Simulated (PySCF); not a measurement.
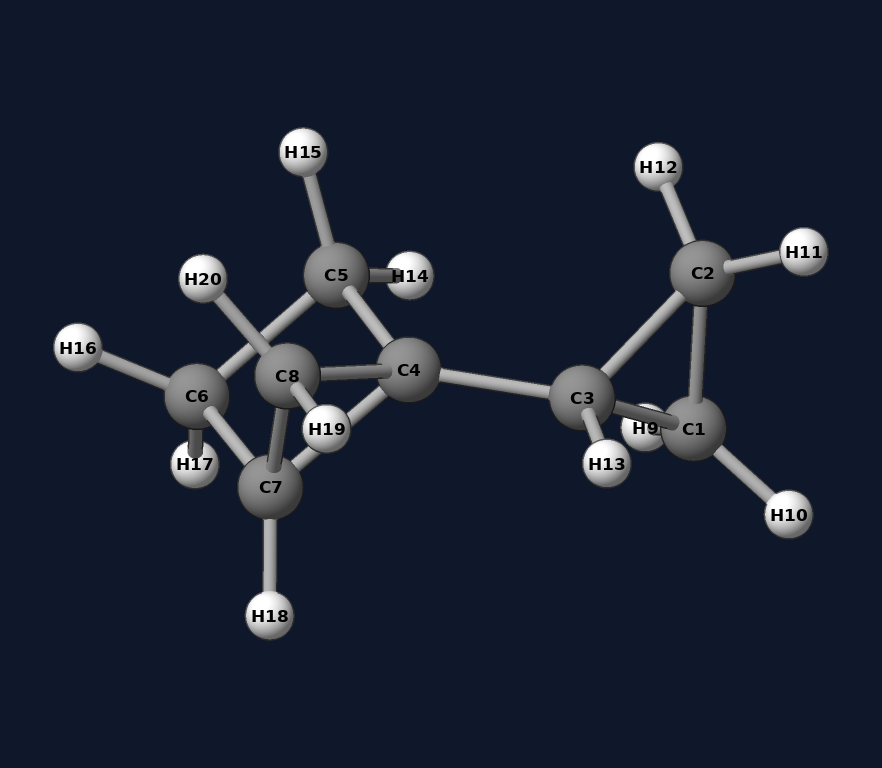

The questions are on isotropic NMR shieldings of the H atoms. Geometry: an end point of a reaction path computed with GFN2-xTB. Properties computed with GIAO PBE0/pcSseg-1 NMR shielding, non-relativistic, gas phase (PySCF 2.14.0).

Which H atom is the most shielded (lowest chemical shift)?

Answer. H12 (31.44 ppm).

Which H atom is the least shielded (highest chemical shift)?

Answer. H17 (29.87 ppm).

How wide is the range of H shifts?

Answer. 1.57 ppm.

List the isotropic NMR shieldings of the H atoms.

```csv
atom,σ (ppm)
H9,31.39
H10,31.35
H11,31.25
H12,31.44
H13,31.35
H14,30.35
H15,30.62
H16,30.53
H17,29.87
H18,30.24
H19,31.06
H20,31.29
```
